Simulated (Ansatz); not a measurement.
**BH2Br (SMILES [H]B([H])Br) at 6 levels**

We compute a comparison of 6 runs (BHLYP/STO-3G, PBE/STO-3G, UB3LYP/STO-3G, MP2/STO-3G, BCCD(T)/STO-3G, UCCSD(T)/STO-3G) of BH2Br. 

The results are computed with Ansatz 0.2.0.

51 further runs of the same task are left out: 2 that didn't finish, 49 set aside as unsound or not needed.

**1. The molecule**

BH2Br: 4 atoms, total charge 0, spin state singlet. SMILES: `[H]B([H])Br`. The H2–B1 distance was set to 2.339 Å, away from the relaxed value. At this shape a bond of the SMILES string is far longer than usual.

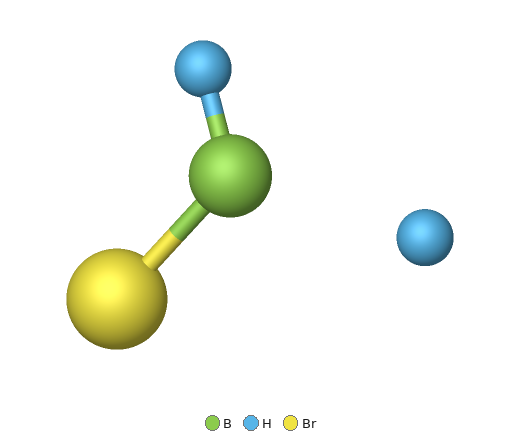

Viewed from a chosen angle; boron green, hydrogen blue, bromine yellow.

**2. A single-point energy at BHLYP/STO-3G (run 1)**

run.yaml

```yaml
crystal:
  periodic: [false, false, false]
  atoms:
    - {symbol: B, position_ang: [-1.077761, 0.192770, -0.016130]}
    - {symbol: H, position_ang: [1.259830, 0.109070, 0.015270]}
    - {symbol: H, position_ang: [-1.658931, 1.207600, -0.034820]}
    - {symbol: Br, position_ang: [-2.029541, -1.383890, -0.011420]}
basis:
  gaussian:
    orbitals: STO-3G
hamiltonian:
  xc: {name: BHLYP}
accuracy: high
```

Started as:

```
$ ansatz run run.yaml --threads 1 --pin off --max-ram 2610MiB --events-out events.jsonl --progress --plain --runs-dir runs
```

Standard output:

```text
Warning: RAYON_NUM_THREADS=1 ignored (pool sized by the plan → 1); use --threads N
Functional definition: BHLYP
  name "BHLYP"
  parameter a = 0.5
  exchange = (1 - a)*b88_x + a*exact_x
  correlation = lyp_c
340 factors; integrals over basis functions are off by at most 1.6e-8 eV
mean field evaluation 1: about -69974.1381 eV, gradient 2.3e1 eV
mean field evaluation 2: about -69970.0761 eV, gradient 3.6e1 eV
mean field evaluation 4: about -69977.6632 eV, gradient 8.6e-1 eV
mean field evaluation 8: about -69977.6395 eV, gradient 7.2e-3 eV
mean field evaluation 16: about -69977.6395 eV, gradient 8.3e-9 eV
mean field -69977.63951683 eV, -2571.6308196960 hartree, gradient 8.2e-9 eV, S^2 0.000000; 0 other end points of the search recorded, 0 dependent functions left out
reference -69977.63953441 eV, -2571.6308203419 hartree; 21, 21 occupied and 4, 4 virtual orbitals, 340 factors
Total energy: -69977.63953441 eV, -2571.6308203419 hartree
```

It took 1.1 s on 1 thread of Arm Neoverse V1, shared host; peak memory 0.091 GiB.

**3. The energy at PBE/STO-3G (run 2)**

molecule.yaml

```yaml
crystal:
  periodic: [false, false, false]
  atoms:
    - {symbol: B, position_ang: [-1.077761, 0.192770, -0.016130]}
    - {symbol: H, position_ang: [1.259830, 0.109070, 0.015270]}
    - {symbol: H, position_ang: [-1.658931, 1.207600, -0.034820]}
    - {symbol: Br, position_ang: [-2.029541, -1.383890, -0.011420]}
basis:
  gaussian:
    orbitals: STO-3G
hamiltonian:
  xc: pbe
accuracy: high
```

Started as:

```
$ ansatz run molecule.yaml --threads 1 --pin off --max-ram 2610MiB --events-out events.jsonl --progress --plain --runs-dir runs
```

Standard output:

```text
Warning: RAYON_NUM_THREADS=1 ignored (pool sized by the plan → 1); use --threads N
Functional definition: PBE
  name "PBE"
  parameter kappa = 0.804
  parameter beta = 0.06672455060314922
  exchange = pbe_x(kappa = kappa, mu = beta*pi^2/3)
  correlation = pbe_c(beta = beta)
340 factors; integrals over basis functions are off by at most 1.6e-8 eV
mean field evaluation 1: about -69959.8502 eV, gradient 2.1e1 eV
mean field evaluation 2: about -69946.9254 eV, gradient 4.3e1 eV
mean field evaluation 4: about -69962.0992 eV, gradient 1.0e1 eV
mean field evaluation 8: about -69962.7062 eV, gradient 3.1e-1 eV
mean field evaluation 16: about -69962.6381 eV, gradient 8.4e-6 eV
mean field -69962.63805405 eV, -2571.0795261069 hartree, gradient 1.7e-8 eV, S^2 0.000000; 0 other end points of the search recorded, 0 dependent functions left out
reference -69962.63805568 eV, -2571.0795261671 hartree; 21, 21 occupied and 4, 4 virtual orbitals, 340 factors
Total energy: -69962.63805568 eV, -2571.0795261671 hartree
```

It took 1.1 s on 1 thread of Arm Neoverse V1, shared host.

Run 3 isn't shown in full; the table further down has it.

**4. A single-point energy at MP2/STO-3G (run 4)**

input.yaml

```yaml
crystal:
  periodic: [false, false, false]
  atoms:
    - symbol: B
      position_ang: [-1.077761, 0.192770, -0.016130]
    - symbol: H
      position_ang: [1.259830, 0.109070, 0.015270]
    - symbol: H
      position_ang: [-1.658931, 1.207600, -0.034820]
    - symbol: Br
      position_ang: [-2.029541, -1.383890, -0.011420]
basis:
  gaussian:
    orbitals: STO-3G
correlation:
  method: mp2
  frozen_orbitals: {B: 1, Br: 9, H: 0}
accuracy: high
```

Started as:

```
$ ansatz run input.yaml --threads 1 --pin off --max-ram 2610MiB --events-out events.jsonl --progress --plain --runs-dir runs
```

Standard output, shortened:

```text
Warning: RAYON_NUM_THREADS=1 ignored (pool sized by the plan → 1); use --threads N
Functional definition: HF
  name "HF"
[...]
340 factors; integrals over basis functions are off by at most 1.6e-8 eV
[...]
mean field -69932.02936728 eV, -2569.9546776154 hartree, gradient 1.0e-8 eV, S^2 0.000000; 0 other end points of the search recorded, 0 dependent functions left out; unrestricted orbitals would lower it
[...]
unrestricted determinant -69934.31402254 eV, -2570.0386371477 hartree, S^2 0.8668
10 core orbitals not correlated: weight in the atoms' cores, before any rotation towards them, 1.000 or more for the frozen orbitals, at most 0.000 for the correlated occupied ones
reference -69932.02936728 eV, -2569.9546776154 hartree; 11, 11 occupied and 4, 4 virtual orbitals, 340 factors
second order -2.63458924 eV of doubles, -0.00000000 eV of singles
Total energy: -69934.66395652 eV, -2570.0514969842 hartree
```

It took 0.24 s on 1 thread of Arm Neoverse V1, shared host.

Run 5 isn't shown in full; the table further down has it.

**5. A single-point energy at UCCSD(T)/STO-3G (run 6)**

job.yaml

```yaml
crystal:
  periodic: [false, false, false]
  atoms:
    - {symbol: B, position_ang: [-1.077761, 0.192770, -0.016130]}
    - {symbol: H, position_ang: [1.259830, 0.109070, 0.015270]}
    - {symbol: H, position_ang: [-1.658931, 1.207600, -0.034820]}
    - {symbol: Br, position_ang: [-2.029541, -1.383890, -0.011420]}
basis:
  gaussian: {orbitals: STO-3G}
total_charge: 0
magnetization: {spin_polarized: true}
correlation: {method: ccsd_t, frozen_orbitals: {B: 1, Br: 9, H: 0}}
accuracy: high
scf: {omitted_lower_state_checks: [cluster_reference, increment]}
```

Started as:

```
$ ansatz run job.yaml --threads 1 --pin off --max-ram 2610MiB --events-out events.jsonl --progress --plain --runs-dir runs
```

Standard output, shortened:

```text
Warning: RAYON_NUM_THREADS=1 ignored (pool sized by the plan → 1); use --threads N
[... 2 set-up lines as earlier in the session ...]
[...]
340 factors; integrals over basis functions are off by at most 1.6e-8 eV
[...]
mean field -69934.31402254 eV, -2570.0386371477 hartree, gradient 2.7e-8 eV, S^2 0.866784; 6 other end points of the search recorded, 0 dependent functions left out
10 core orbitals not correlated: weight in the atoms' cores, before any rotation towards them, 1.000 or more for the frozen orbitals, at most 0.000 for the correlated occupied ones
reference -69934.31402254 eV, -2570.0386371477 hartree; 11, 11 occupied and 4, 4 virtual orbitals, 340 factors
second order -0.95974024 eV of doubles, -0.00000000 eV of singles
cycle   1  -1.14543385 eV  change   -1.9e-1 eV  update   6.3e-2
[...]
cycle  32  -1.77660888 eV  change    1.4e-9 eV  update   1.8e-9
perturbative correction -0.09253023 eV, -0.0034004233 hartree
Total energy: -69936.18316164 eV, -2570.1073267429 hartree
Checks for a lower state left out: cluster_reference, increment
```

Run time: 0.68 s. Hardware: 1 thread of Arm Neoverse V1, shared host.

**6. The series**

```csv
run,level,frozen core orbitals,energy (Eh),wall time
1,BHLYP/STO-3G,–,-2571.630820,1.1 s
2,PBE/STO-3G,–,-2571.079526,1.1 s
3,UB3LYP/STO-3G,–,-2571.557415,3.9 s
4,MP2/STO-3G,10,-2570.051497,0.24 s
5,BCCD(T)/STO-3G,10,-2570.108552,0.34 s
6,UCCSD(T)/STO-3G,10,-2570.107327,0.68 s
```

**7. What came out**

| quantity | value |
| --- | --- |
| run 6: total energy | -2570.10733 Eh |
| run 6: correlation energy (10 core orbitals frozen) | -68.7 mEh |
| run 6: (T) correction | -3.40 mEh |
| run 6: ⟨S²⟩ of the reference determinant | 0.867 |
| run 6: T1 diagnostic | 0.054 |

Totals of different functionals can't be ranked against each other. In runs 4, 5 the log says that unrestricted orbitals would lower the reference, so the values rest on an unstable closed-shell determinant (other closed-shell runs at this shape may share the fault). In runs 1, 2, 3, 4, 5, 6 the basis is minimal, so the values are rough. Spin contamination of the reference: run 6 ⟨S²⟩ = 0.87, run 3 ⟨S²⟩ = 0.49. Where it is this large, the reference is a mixture of spin states, and values that rest on it are in doubt. All runs together took 7.3 s, the longest 3.9 s.
